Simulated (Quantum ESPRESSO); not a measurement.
# two Fe on Si sites of Si, 3.84 Å apart: parallel and opposed starts, part 2 of 2

Aim: find out which collinear order of two Fe on Si sites of Si, 3.84 Å apart costs least.

Quantum ESPRESSO 7.5; PBE; plane waves with GBRV 1.5 PBE potentials, no spin-orbit coupling.

So far: Starting point; Start 1: ferro ++.

## Step 3: Start 2: antiferro +−

pw.in reads:

```
&CONTROL
  calculation = 'scf'
  prefix = 'pwscf'
  outdir = './tmp'
  pseudo_dir = './pseudo'
  disk_io = 'nowf'
/
&SYSTEM
  ibrav = 0
  celldm(1) = 8
  nat = 16
  ntyp = 3
  ecutwfc = 40
  ecutrho = 280
  nbnd = 61
  occupations = 'smearing'
  smearing = 'fd'
  degauss = 0.00367493
  nspin = 2
  starting_magnetization(1) = 0.2188
  starting_magnetization(2) = 0
  starting_magnetization(3) = -0.2188
/
&ELECTRONS
  conv_thr = 3.2d-08
  electron_maxstep = 150
  mixing_beta = 0.3
/
ATOMIC_SPECIES
Fe1    55.8450 fe_pbe_v1.5.uspp.F.UPF
Si     28.0850 si_pbe_v1.uspp.F.UPF
Fe2    55.8450 fe_pbe_v1.5.uspp.F.UPF
CELL_PARAMETERS alat
   0.0000000000000    1.2828878228553    1.2828878228553
   1.2828878228553    0.0000000000000    1.2828878228553
   1.2828878228553    1.2828878228553    0.0000000000000
ATOMIC_POSITIONS crystal
Fe1     0.0000000000    0.0000000000    0.0000000000
Si      0.1250000000    0.1250000000    0.1250000000
Fe2     0.0000000000    0.0000000000    0.5000000000
Si      0.1250000000    0.1250000000    0.6250000000
Si      0.0000000000    0.5000000000    0.0000000000
Si      0.1250000000    0.6250000000    0.1250000000
Si      0.0000000000    0.5000000000    0.5000000000
Si      0.1250000000    0.6250000000    0.6250000000
Si      0.5000000000    0.0000000000    0.0000000000
Si      0.6250000000    0.1250000000    0.1250000000
Si      0.5000000000    0.0000000000    0.5000000000
Si      0.6250000000    0.1250000000    0.6250000000
Si      0.5000000000    0.5000000000    0.0000000000
Si      0.6250000000    0.6250000000    0.1250000000
Si      0.5000000000    0.5000000000    0.5000000000
Si      0.6250000000    0.6250000000    0.6250000000
K_POINTS automatic
4 4 4 0 0 0
```

The run is started by

```bash
$ OMP_NUM_THREADS=1 mpirun -n 4 pw.x -nk 4 -in pw.in > pw.out
```

The program printed:

```text
[banner, memory and clock lines left out]
Program PWSCF v.7.5 starts

     Message from routine setup:
     using ibrav=0 with symmetry is DISCOURAGED, use correct ibrav instead

     bravais-lattice index     =            0
     lattice parameter (alat)  =       8.0000  a.u.
     unit-cell volume          =    2162.0514 (a.u.)^3
     number of atoms/cell      =           16
     number of atomic types    =            3
     number of electrons       =        88.00
     number of Kohn-Sham states=           61
     kinetic-energy cutoff     =      40.0000  Ry
     charge density cutoff     =     280.0000  Ry
     scf convergence threshold =      3.2E-08
     mixing beta               =       0.3000
     number of iterations used =            8  plain     mixing
     Exchange-correlation=  SLA  PW   PBX  PBC
                           (   1   4   3   4   0   0   0)

     celldm(1)=   8.000000  celldm(2)=   0.000000  celldm(3)=   0.000000
     celldm(4)=   0.000000  celldm(5)=   0.000000  celldm(6)=   0.000000

     crystal axes: (cart. coord. in units of alat)
               a(1) = (   0.000000   1.282888   1.282888 )
               a(2) = (   1.282888   0.000000   1.282888 )
               a(3) = (   1.282888   1.282888   0.000000 )

     reciprocal axes: (cart. coord. in units 2 pi/alat)
               b(1) = ( -0.389746  0.389746  0.389746 )
               b(2) = (  0.389746 -0.389746  0.389746 )
               b(3) = (  0.389746  0.389746 -0.389746 )

     PseudoPot. # 1 for Fe read from file:
     fe_pbe_v1.5.uspp.F.UPF
     Pseudo is Ultrasoft + core correction, Zval = 16.0

     PseudoPot. # 2 for Si read from file:
     si_pbe_v1.uspp.F.UPF
     Pseudo is Ultrasoft + core correction, Zval =  4.0

     PseudoPot. # 3 for Fe read from file:
     fe_pbe_v1.5.uspp.F.UPF
     Pseudo is Ultrasoft + core correction, Zval = 16.0

     atomic species   valence    mass     pseudopotential
     Fe1              16.00    55.84500     Fe( 1.00)
     Si                4.00    28.08500     Si( 1.00)
     Fe2              16.00    55.84500     Fe( 1.00)

     Starting magnetic structure
     atomic species   magnetization
     Fe1             0.219
     Si              0.000
     Fe2            -0.219

      4 Sym. Ops. (no inversion) found

   Cartesian axes

     site n.     atom                  positions (alat units)
         1        Fe1    tau(   1) = (   0.0000000   0.0000000   0.0000000  )
         2        Si     tau(   2) = (   0.3207220   0.3207220   0.3207220  )
         3        Fe2    tau(   3) = (   0.6414439   0.6414439   0.0000000  )
         4        Si     tau(   4) = (   0.9621659   0.9621659   0.3207220  )
         5        Si     tau(   5) = (   0.6414439   0.0000000   0.6414439  )
         6        Si     tau(   6) = (   0.9621659   0.3207220   0.9621659  )
         7        Si     tau(   7) = (   1.2828878   0.6414439   0.6414439  )
         8        Si     tau(   8) = (   1.6036098   0.9621659   0.9621659  )
         9        Si     tau(   9) = (   0.0000000   0.6414439   0.6414439  )
        10        Si     tau(  10) = (   0.3207220   0.9621659   0.9621659  )
        11        Si     tau(  11) = (   0.6414439   1.2828878   0.6414439  )
        12        Si     tau(  12) = (   0.9621659   1.6036098   0.9621659  )
        13        Si     tau(  13) = (   0.6414439   0.6414439   1.2828878  )
        14        Si     tau(  14) = (   0.9621659   0.9621659   1.6036098  )
        15        Si     tau(  15) = (   1.2828878   1.2828878   1.2828878  )
        16        Si     tau(  16) = (   1.6036098   1.6036098   1.6036098  )

     number of k points=    18  Fermi-Dirac smearing, width (Ry)=  0.0037
                       cart. coord. in units 2pi/alat
        k(    1) = (   0.0000000   0.0000000   0.0000000), wk =   0.0156250
        k(    2) = (   0.0974364   0.0974364  -0.0974364), wk =   0.0625000
        k(    3) = (  -0.1948728  -0.1948728   0.1948728), wk =   0.0312500
        k(    4) = (   0.1948728   0.0000000   0.0000000), wk =   0.0625000
        k(    5) = (  -0.0974364  -0.2923093   0.2923093), wk =   0.1250000
        [... 13 further k-points ...]

     Dense  grid:   171471 G-vectors     FFT dimensions: (  80,  80,  80)

     Smooth grid:    74129 G-vectors     FFT dimensions: (  60,  60,  60)

     Check: negative core charge=   -0.000008
     Generating pointlists ...
     new r_m :   0.2291 (alat units)  1.8332 (a.u.) for type    1
     new r_m :   0.2291 (alat units)  1.8332 (a.u.) for type    2
     new r_m :   0.2291 (alat units)  1.8332 (a.u.) for type    3

     Initial potential from superposition of free atoms

     starting charge      85.9906, renormalised to      88.0000
     Starting wfcs are   82 randomized atomic wfcs

     Self-consistent Calculation

     iteration #  1     ecut=    40.00 Ry     beta= 0.30
     Davidson diagonalization with overlap
     ethr =  1.00E-02,  avg # of iterations =  3.8

     total energy              =    -628.26621816 Ry
     estimated scf accuracy    <      16.31850015 Ry

     total magnetization       =    -0.00 Bohr mag/cell
     absolute magnetization    =     1.27 Bohr mag/cell

     iteration #  2     ecut=    40.00 Ry     beta= 0.30
     Davidson diagonalization with overlap
     ethr =  1.00E-02,  avg # of iterations =  4.0

     total energy              =    -631.74084682 Ry
     estimated scf accuracy    <      77.78862661 Ry

     total magnetization       =     0.00 Bohr mag/cell
     absolute magnetization    =     0.27 Bohr mag/cell

     [... further iterations left out ...]

     iteration # 17     ecut=    40.00 Ry     beta= 0.30
     Davidson diagonalization with overlap
     ethr =  1.71E-09,  avg # of iterations =  1.3

     total energy              =    -634.74265223 Ry
     estimated scf accuracy    <       0.00000023 Ry

     total magnetization       =    -0.00 Bohr mag/cell
     absolute magnetization    =     5.10 Bohr mag/cell

     iteration # 18     ecut=    40.00 Ry     beta= 0.30
     Davidson diagonalization with overlap
     ethr =  2.60E-10,  avg # of iterations =  2.0

     Magnetic moment per site  (integrated on atomic sphere of radius R)
     atom   1 (R=0.229)  charge= 14.1247  magn=  2.0435
     atom   2 (R=0.229)  charge=  1.8041  magn=  0.0000
     atom   3 (R=0.229)  charge= 14.1246  magn= -2.0438
     atom   4 (R=0.229)  charge=  1.8041  magn=  0.0000
     atom   5 (R=0.229)  charge=  1.8153  magn= -0.0000
     atom   6 (R=0.229)  charge=  1.8117  magn= -0.0474
     atom   7 (R=0.229)  charge=  1.8153  magn= -0.0000
     atom   8 (R=0.229)  charge=  1.8117  magn=  0.0474
     atom   9 (R=0.229)  charge=  1.8153  magn= -0.0000
     atom  10 (R=0.229)  charge=  1.8117  magn= -0.0474
     atom  11 (R=0.229)  charge=  1.8153  magn= -0.0000
     atom  12 (R=0.229)  charge=  1.8117  magn=  0.0474
     atom  13 (R=0.229)  charge=  1.8186  magn=  0.0016
     atom  14 (R=0.229)  charge=  1.8223  magn=  0.0000
     atom  15 (R=0.229)  charge=  1.8186  magn= -0.0016
     atom  16 (R=0.229)  charge=  1.8223  magn=  0.0000

     End of self-consistent calculation

     [... lines left out ...]
     the Fermi energy is     6.3888 ev

!    total energy              =    -634.74265233 Ry
     estimated scf accuracy    <       0.00000002 Ry
     smearing contrib. (-TS)   =      -0.00532367 Ry
     internal energy E=F+TS    =    -634.73732866 Ry

     The total energy is F=E-TS. E is the sum of the following terms:
     one-electron contribution =    -480.60793693 Ry
     hartree contribution      =     271.85272665 Ry
     xc contribution           =    -118.33745270 Ry
     ewald contribution        =    -307.64466569 Ry

     total magnetization       =    -0.00 Bohr mag/cell
     absolute magnetization    =     5.10 Bohr mag/cell

     convergence has been achieved in  18 iterations
```

Run time: 3 min. Hardware: 4 MPI ranks of AMD EPYC 7B13 (Zen 3), shared host; peak memory 1.7 GiB; 12 min of CPU time.

Spin moment in the atom's sphere by atom:

| atom | spin moment in the atom's sphere (μB) |
| --- | --- |
| Fe1 | 2.04 |
| Si2 | 0.00 |
| Fe3 | -2.04 |
| Si4 | 0.00 |
| Si5 | 0.00 |
| Si6 | -0.05 |
| Si7 | 0.00 |
| Si8 | 0.05 |
| Si9 | 0.00 |
| Si10 | -0.05 |
| Si11 | 0.00 |
| Si12 | 0.05 |
| Si13 | 0.00 |
| Si14 | 0.00 |
| Si15 | 0.00 |
| Si16 | 0.00 |

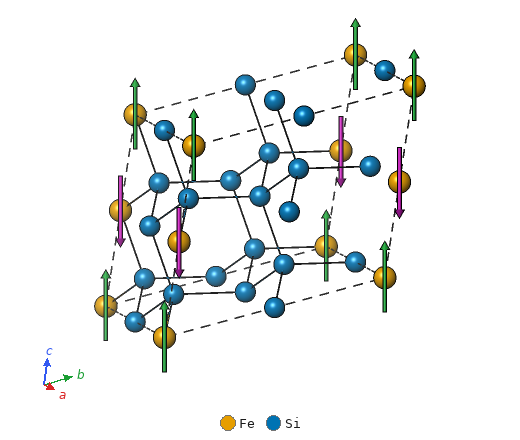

Spin moment in the atom's sphere as arrows, the longest 2.04 μB. Up and down stand for the sign. Arrows give size and sign along the axis of quantisation, drawn up and down the page. The two directions have two colours. Bonds to atoms that aren't drawn are left out. Some periodic images of atoms are drawn too.

Read from the output:

* smearing term TS: 0.07243 eV
* magnetization: 0 μB
* absolute magnetization: 5.101 μB
* final state: antiferromagnetic

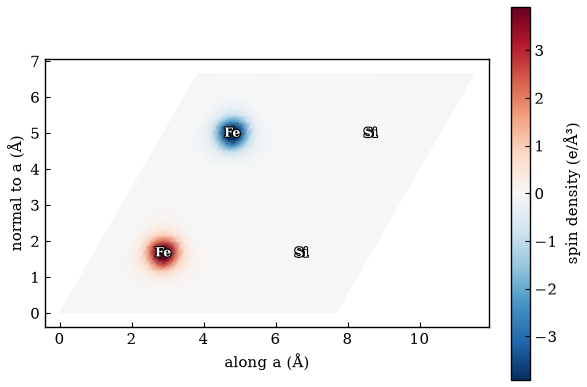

Spin density in the ac plane at fractional y = 0.000, with atoms of Fe and Si within 0.2 Å of it. The map starts off the cell's origin, so that atoms lie inside it.

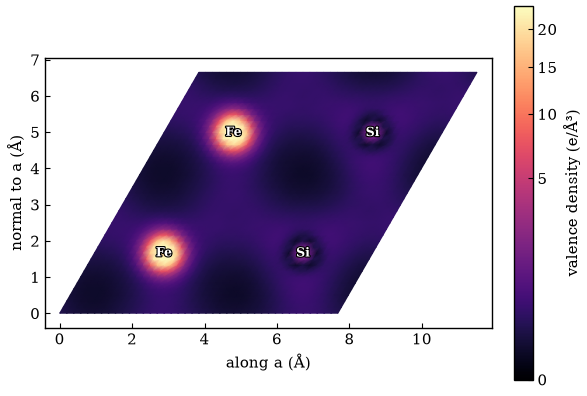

Valence density in the ac plane at fractional y = 0.000, with atoms of Fe and Si within 0.2 Å of it. It is the smooth field of the valence electrons, not physical close to the nuclei. The map starts off the cell's origin, so that atoms lie inside it. The colour scale is stretched toward low values.

## Step 4: Ranking

An order is kept where moments of 0.15 μB or more survive with the typed signs; meshes match where a doubled cell samples the same k points as the first cell.

Orders:

| start | final state | typed order kept | energy over the lowest (meV a seeded atom) | largest site moment (μB) | net moment (μB a cell of the first run) | mesh matched | CPU time (s) |
| --- | --- | --- | --- | --- | --- | --- | --- |
| ferro ++ | ferromagnetic | yes | 0 | 2.159 | 4.24 | yes | 793.6 |
| antiferro +- | antiferromagnetic | yes | 1.712 | 2.044 | 0 | yes | 715.3 |

## Step 5: Results

| Item | Value |
| --- | --- |
| lowest state found | ferromagnetic (from ferro ++) |
| largest site moment | 2.16 μB |
| next state with moments | antiferromagnetic, 1.71 meV a seeded atom higher |

In words: The two lowest states lie so close that the mesh, the smearing, the functional or spin–orbit coupling could swap them. The smearing terms TS of the orders run from 36 to 40 meV a seeded atom, so the differences would change at a smaller width: an order with a larger TS is lowered more by the smearing. Only these 2 starts were compared; other wavevectors, canted and longer-period orders were not. The cell was built by rule and the atoms were not relaxed, which can move these energies.

[Logs and program files are shortened in this print: banners, set-up blocks, solver, clock and traceback lines can be left out without a mark of their own.]

[Logs are printed without paths, hosts, clocks, repeated set-up lines and the standing remarks that a program may print on its own settings, such as how far it seeks lower states.]

[Hosts, paths, dates, database ids (printed as entryN), source tags and the programs' standing remarks are cut or masked in the printed files.]

[Where a cell is said to come from a database of computed structures, the database is the Materials Project.]
